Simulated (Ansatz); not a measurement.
```yaml
atoms:
  - { symbol: C, position_ang: [-1.4920, 1.1253, -0.2776] }
  - { symbol: F, position_ang: [1.6149, 0.4459, 0.5588] }
  - { symbol: O, position_ang: [1.0285, 3.0497, -1.0397] }
  - { symbol: Sn, position_ang: [0.3463, 1.9167, 0.4287] }
  - { symbol: H, position_ang: [-2.3234, 1.3918, 0.3880] }
  - { symbol: H, position_ang: [-1.3962, 0.0326, -0.3344] }
  - { symbol: H, position_ang: [-1.6678, 1.5343, -1.2818] }
  - { symbol: H, position_ang: [0.4812, 2.7116, 1.9398] }
  - { symbol: H, position_ang: [1.9286, 3.3612, -0.8915] }
```

Geometry: PBE0-D3(BJ)/def2-SVP; core potentials replace the inner electrons of Sn.

These are results of Ansatz, isolated molecule in a Gaussian basis; Kohn-Sham density functional theory, functional PBE0, not measurements.

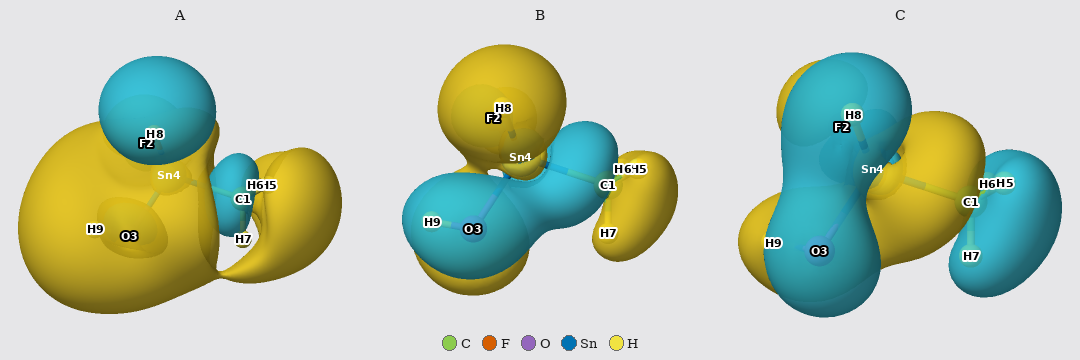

CH5FOSn. Three frontier orbitals at ±0.04 Å⁻³ᐟ² (yellow and cyan are the two phases), in no order.

> Order the three orbitals by energy and name them.

C is the HOMO−1 (−9.20 eV). It lies mainly on O3 (about 30 %), C1 (about 20 %), Sn4 (about 20 %), F2 (about 15 %) and H8 (about 10 %). B is the HOMO (−8.70 eV). By Hirshfeld shares it lies mainly on O3 (about 55 %), Sn4 (about 15 %), H8 (about 10 %) and C1 (about 10 %). A is the LUMO (−0.70 eV). By Hirshfeld shares it lies mainly on Sn4 (about 40 %), H8 (about 10 %), O3 (about 10 %), C1 (about 10 %), H9 (about 10 %) and F2 (about 5 %).

> What is the HOMO–LUMO gap?

8.00 eV between the orbital energies.
